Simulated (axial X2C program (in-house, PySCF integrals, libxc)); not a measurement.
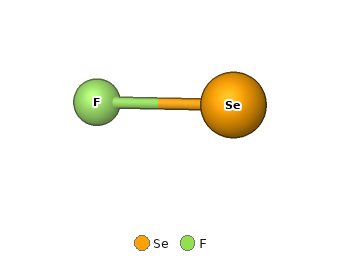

The molecule at the reference distance of 1.742 Å.

**SeF: relativistic diatomic calculation**

- system: SeF, single determinant with Ω = 3/2.
- method: PBE0, two-component X2C with atomic mean-field Coulomb and Gaunt terms, Se dyall-cv3z, F dyall-av3z (cores contracted) (axial X2C program (in-house, PySCF integrals, libxc))

## Log
```
two-component X2C + atomic mean field  PBE0
basis functions 156  fitting functions 863  grid points 5074
iter        total energy     max residual
   1      -2528.683813386     3.25e-05
   2      -2528.683813389     8.37e-06
converged
one-electron -3701.74968411  Coulomb 1179.70060864  exact exchange -24.21240518  xc functional -74.47550269  nuclear repulsion 92.95535393  atomic mean-field constant -0.90218397
```

## The points of the curve

```tsv
R (Å)	E (hartree)	dipole (D; origin at the first atom, positive when the second is positive)	highest filled (eV)	lowest empty (eV)
1.516	−2528.644515	−0.27	−6.40	−3.84
1.585	−2528.667557	−0.67	−6.62	−4.05
1.637	−2528.677365	−0.96	−6.77	−4.20
1.690	−2528.682402	−1.24	−6.92	−4.35
1.742	−2528.683813	−1.51	−7.07	−4.49
1.803	−2528.682015	−1.81	−7.22	−4.64
1.864	−2528.677524	−2.10	−7.37	−4.78
1.942	−2528.669045	−2.45	−7.55	−4.94
2.038	−2528.656206	−2.86	−7.74	−5.12
2.178	−2528.635566	−3.39	−7.98	−5.34
```

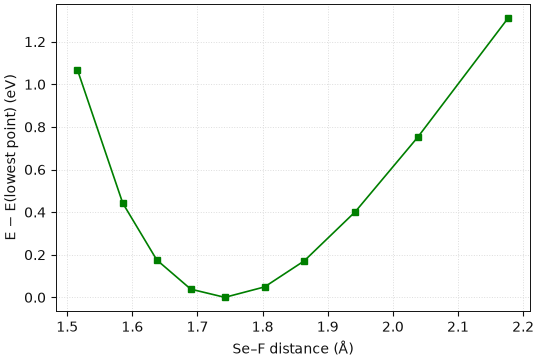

Energy at 10 bond lengths, for one set of occupations held fixed; the line joins the points. A polynomial of degree 6 through 9 points gives rₑ = 1.740 Å, ωₑ = 699.7 cm⁻¹, ωₑxₑ = 3.0 cm⁻¹ and Bₑ = 0.3627 cm⁻¹. The minimum lies 3.44 eV below Se + F, each computed as one determinant at the same level.

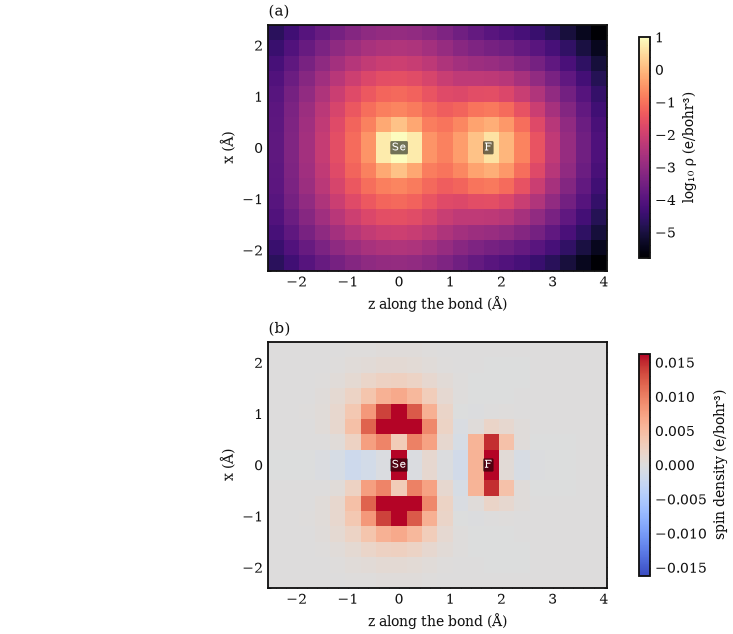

(a) electron density on a logarithmic scale; (b) spin density, in a plane that holds the axis, at 1.74 Å, on points 0.3 Å apart (one half computed, the other mirrored); the structure near the nuclei is finer than these points.

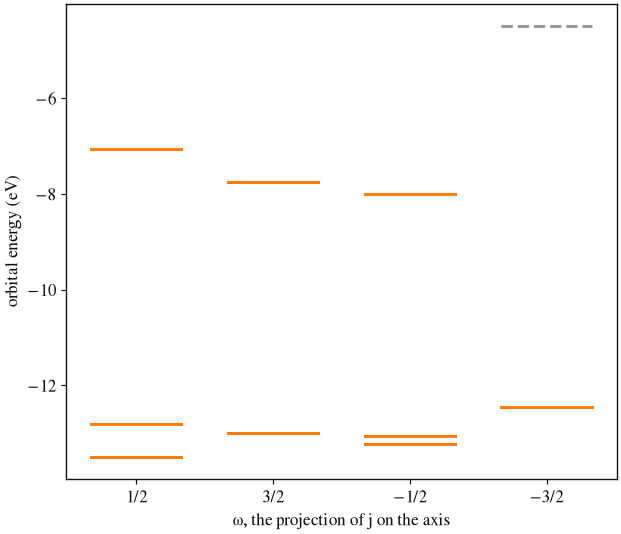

Orbital energies near the frontier at 1.74 Å, filled (solid) and empty (dashed). The highest filled spinor (1/2; 84 % Se p, 10 % F p) lies at −7.07 eV, the lowest empty one (−3/2; 85 % Se p, 9 % F p) at −4.49 eV.

## Input file
```
{"zs": [34, 9], "q": 0, "bas": ["dyall-cv3z", "dyall-av3z"], "levels": ["PBE0", "HF", "PW91"], "cc": true, "r0": 1.8, "thr": -2.0, "nmax": 90, "npts": 10, "nst": 2, "ntry": 6}
```

The line is the task of a batch: nuclear charges, charge, bases, the levels to run, a first guess of the distance and further settings. This report covers PBE0 with spin-orbit coupling. The log is that of the reference distance 1.742 Å, started from orbitals converged before.

Launched within a batch (the task file carries these settings):
```bash
python <driver script> task.json out
```

## Results in brief

- outcome: converged
- bond length rₑ: 1.740 Å
- ωₑ: 699.7 cm⁻¹
- energy at the minimum: −2528.68382 hartree
- depth below the fragments: 3.44 eV
- hardware: 1 thread of INTEL XEON PLATINUM @ 2.30GHz (Emerald Rapids), 24 GiB of memory available, shared host
- wall time: 7 s
- peak memory: 0.78 GiB
